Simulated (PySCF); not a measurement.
# H3NO (SMILES NO): CISD/STO-3G

Aim: the vertical singlet–triplet gap of H3NO at CISD/STO-3G, from 2 runs. 

Program for the calculation: PySCF 2.14.0.

9 further runs of the same task are left out: 9 set aside as unsound or not needed.

### 1 The system as given

H3NO: 5 atoms, total charge 0, spin state singlet. As SMILES, `NO`. The shape is that of a GFN2-xTB optimisation. This is one conformer, not always the lowest.

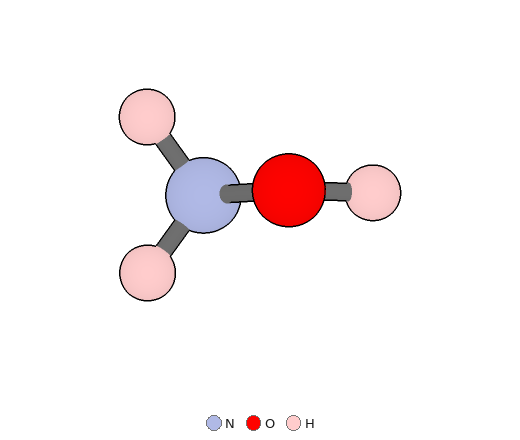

The structure, seen from a chosen angle (nitrogen light blue, oxygen red, hydrogen pink).

### 2 A single-point energy at CISD/STO-3G

File calc.py:

```python
# hydroxylamine
from pyscf import gto, scf, ci

molecule = gto.M(
    atom='''
N       -0.178910      -0.366440      -0.312920
O        0.371730       0.674250       0.501760
H       -0.161770      -1.206140       0.265260
H       -1.156690      -0.114310      -0.454620
H        1.125640       1.012630       0.000530
''',
    basis='sto-3g',
    verbose=3,
    max_memory=1860,
    charge=0,
)

hf = scf.RHF(molecule)
hf.conv_tol = 1e-10
hf.kernel()
if not hf.converged:
    hf = hf.newton().run(hf.mo_coeff, hf.mo_occ)

cisd = ci.CISD(hf, frozen=2)
cisd.kernel()
etot = cisd.e_tot
print(f'total energy: {etot:.8f} hartree')
```

Run with:

```
$ OMP_NUM_THREADS=1 python calc.py
```

The program printed:

```text
converged SCF energy = -129.25979664587
E(RCISD) = -129.3664556631613  E_corr = -0.1066590172915967
total energy: -129.36645566 hartree
```

Run time: 0.7 s. Hardware: 1 thread of Arm Neoverse V1, shared host; peak memory 0.1 GiB.

### 3 The triplet at the same level

File calc.py:

```python
from pyscf import gto, scf, ci

mol = gto.Mole()
mol.atom = '''
N     -0.178910    -0.366440    -0.312920
O      0.371730     0.674250     0.501760
H     -0.161770    -1.206140     0.265260
H     -1.156690    -0.114310    -0.454620
H      1.125640     1.012630     0.000530
'''
mol.basis = 'sto-3g'
mol.verbose = 4
mol.max_memory = 1860
mol.spin = 2
mol.build()

hf = scf.UHF(mol)
hf.conv_tol = 1e-10
hf.kernel()
if not hf.converged:
    hf = hf.newton().run(hf.mo_coeff, hf.mo_occ)

cisd = ci.CISD(hf, frozen=2)
cisd.kernel()
energy = cisd.e_tot
print(f'total energy: {energy:.8f} hartree')
```

Run with:

```
$ OMP_NUM_THREADS=1 python calc.py
```

The program printed:

```text
PySCF version 2.14.0

[INPUT] num. atoms = 5
[INPUT] num. electrons = 18
[INPUT] charge = 0
[INPUT] spin (= nelec alpha-beta = 2S) = 2
[INPUT] symmetry False subgroup None
[INPUT] Mole.unit = angstrom
[INPUT] Symbol           X                Y                Z      unit          X                Y                Z       unit  Magmom
[INPUT]  1 N     -0.178910000000  -0.366440000000  -0.312920000000 AA   -0.338090900946  -0.692471241086  -0.591333098899 Bohr   0.0
[INPUT]  2 O      0.371730000000   0.674250000000   0.501760000000 AA    0.702467892285   1.274147839488   0.948188980262 Bohr   0.0
[INPUT]  3 H     -0.161770000000  -1.206140000000   0.265260000000 AA   -0.305700995171  -2.279274267883   0.501268751802 Bohr   0.0
[INPUT]  4 H     -1.156690000000  -0.114310000000  -0.454620000000 AA   -2.185827311023  -0.216014593299  -0.859107290750 Bohr   0.0
[INPUT]  5 H      1.125640000000   1.012630000000   0.000530000000 AA    2.127151314855   1.913593365518   0.001001554846 Bohr   0.0

nuclear repulsion = 39.3019440603771
number of shells = 9
number of NR pGTOs = 39
number of NR cGTOs = 13
basis = sto-3g
ecp = {}

******** <class 'pyscf.scf.uhf.UHF'> ********
method = UHF
initial guess = minao
damping factor = 0
level_shift factor = 0
DIIS = <class 'pyscf.scf.diis.CDIIS'>
diis_start_cycle = 1
diis_space = 8
diis_damp = 0
SCF conv_tol = 1e-10
SCF conv_tol_grad = None
SCF max_cycles = 50
direct_scf = True
direct_scf_tol = 1e-13
number electrons alpha = 10  beta = 8
Set gradient conv threshold to 1e-05
init E= -129.252637483142
[... the frontier-level lines of each cycle are left out ...]


cycle= 1 E= -128.85153006891  delta_E= 0.401  |g|= 0.32  |ddm|= 2.34
cycle= 2 E= -128.940784311941  delta_E= -0.0893  |g|= 0.0726  |ddm|= 0.518
cycle= 3 E= -128.94790803863  delta_E= -0.00712  |g|= 0.0406  |ddm|= 0.118
cycle= 4 E= -128.951719719068  delta_E= -0.00381  |g|= 0.0225  |ddm|= 0.103
cycle= 5 E= -128.953473418695  delta_E= -0.00175  |g|= 0.009  |ddm|= 0.0967
cycle= 6 E= -128.953805379699  delta_E= -0.000332  |g|= 0.00463  |ddm|= 0.042
cycle= 7 E= -128.953926619584  delta_E= -0.000121  |g|= 0.00246  |ddm|= 0.0314
cycle= 8 E= -128.9539624933  delta_E= -3.59e-05  |g|= 0.000882  |ddm|= 0.0226
cycle= 9 E= -128.953965922085  delta_E= -3.43e-06  |g|= 0.000336  |ddm|= 0.00748
cycle= 10 E= -128.953966316669  delta_E= -3.95e-07  |g|= 0.000152  |ddm|= 0.0027
cycle= 11 E= -128.953966414715  delta_E= -9.8e-08  |g|= 4.84e-05  |ddm|= 0.00173
cycle= 12 E= -128.95396642272  delta_E= -8.01e-09  |g|= 1.65e-05  |ddm|= 0.000445
cycle= 13 E= -128.95396642381  delta_E= -1.09e-09  |g|= 1.08e-05  |ddm|= 7.88e-05
cycle= 14 E= -128.953966424586  delta_E= -7.76e-10  |g|= 7.23e-06  |ddm|= 8.03e-05
cycle= 15 E= -128.953966425111  delta_E= -5.25e-10  |g|= 4.46e-06  |ddm|= 8.11e-05
cycle= 16 E= -128.953966425323  delta_E= -2.12e-10  |g|= 2.37e-06  |ddm|= 6.03e-05
cycle= 17 E= -128.953966425378  delta_E= -5.5e-11  |g|= 8.36e-07  |ddm|= 3.96e-05
Extra cycle  E= -128.953966425379  delta_E= -1.51e-12  |g|= 6.43e-07  |ddm|= 2.21e-06
converged SCF energy = -128.953966425379  <S^2> = 2.0121039  2S+1 = 3.0080585

******** <class 'pyscf.ci.ucisd.UCISD'> ********
CISD nocc = (np.int64(8), np.int64(6)), nmo = (11, 11)
frozen orbitals 2
max_cycle = 50
direct = 0
conv_tol = 1e-09
max_cycle = 50
max_space = 12
lindep = 0
nroots = 1
Init t2, MP2 energy = -0.0609347644728919
UCISD converged
E(UCISD) = -129.0400383485469  E_corr = -0.08607192316776996
total energy: -129.04003835 hartree
```

Wall time 0.87 s (1 thread of Arm Neoverse V1, shared host); peak memory 0.1 GiB.

### 4 Results

Level: CISD/STO-3G, 2 core orbitals frozen.

| quantity | value |
| --- | --- |
| singlet: total energy | -129.36646 Eh |
| singlet: dipole moment (Hartree–Fock density) | 0.38 D |
| singlet: HOMO energy (Hartree–Fock orbitals) | -9.02 eV |
| singlet: LUMO energy (Hartree–Fock orbitals) | 14.68 eV |
| singlet: HOMO–LUMO gap (Hartree–Fock orbitals) | 23.69 eV |
| singlet: correlation energy (2 core orbitals frozen) | -106.7 mEh |
| triplet: total energy | -129.04004 Eh |
| triplet: dipole moment (Hartree–Fock density) | 1.70 D |
| triplet: HOMO energy (Hartree–Fock orbitals) (highest over α and β) | -0.88 eV |
| triplet: LUMO energy (Hartree–Fock orbitals) (lowest over α and β) | 6.42 eV |
| triplet: correlation energy (2 core orbitals frozen) | -86.1 mEh |
| triplet: ⟨S²⟩ of the reference determinant | 2.012 |
| vertical energy of the triplet above the singlet | 8.882 eV |

In words: At this shape the triplet lies 8.88 eV (857 kJ/mol) above the singlet. In a minimal basis such a difference can be off by several eV, whatever the method. Mulliken charges (singlet) of the mean-field density run from -0.30 on N1 to +0.20 on H5.
